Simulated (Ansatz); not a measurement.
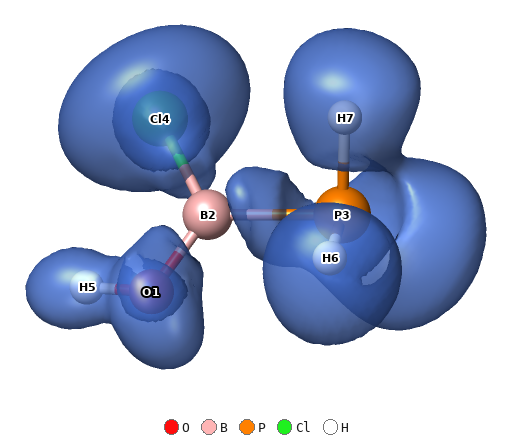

The picture shows: BClH3OP (SMILES OB(P)Cl). Isosurface of the ELF at 0.75 (blue), seen at a tilt. Only the valence region is drawn (cores and ρ < 0.01 e/Å³ removed).

All numbers below come from RKS PBE/def2-mTZVP in Ansatz.

Input file:

```
crystal:
  periodic: [false, false, false]
  atoms:
    - { symbol: O, position_ang: [-0.8158, 1.265, -0.3398] }
    - { symbol: B, position_ang: [-0.61, -0.1299, -0.3289] }
    - { symbol: P, position_ang: [0.3175, -0.9141, 1.1369] }
    - { symbol: Cl, position_ang: [-1.1369, -1.1828, -1.7077] }
    - { symbol: H, position_ang: [-0.0801, 1.6889, -0.8382] }
    - { symbol: H, position_ang: [0.8169, 0.3753, 1.666] }
    - { symbol: H, position_ang: [1.5697, -1.1704, 0.3661] }
basis:
  gaussian: { orbitals: def2-mTZVP }
hamiltonian:
  xc: pbe
relax:
  f_tol: 0.015
  max_steps: 40
output:
  orbitals: {}
```

Launched as:

```sh
ansatz run input.yaml --threads 2 --pin off --max-ram 3072MiB --backend cpu --events-out ev --progress --plain --runs-dir out
```

The fields are those of the run's last geometry, not of the input's.

Identify the bonds, lone pairs and shells in this picture.

Answer. The ELF exceeds this value in one region on Cl in which the atom's valence shell and bonds are merged, one joined region spread over several atoms (H, O), in which their bonds and any lone pairs are merged and one joined region spread over several atoms (H, P), in which their bonds and any lone pairs are merged. Along the contacts the grid gives the following. B–O (1.36 Å): the ELF peaks at about 0.90 between the atoms (a polar covalent bond). B–Cl (1.80 Å): the ELF peaks at about 0.90 between the atoms, as expected for a shared but strongly polarised pair.
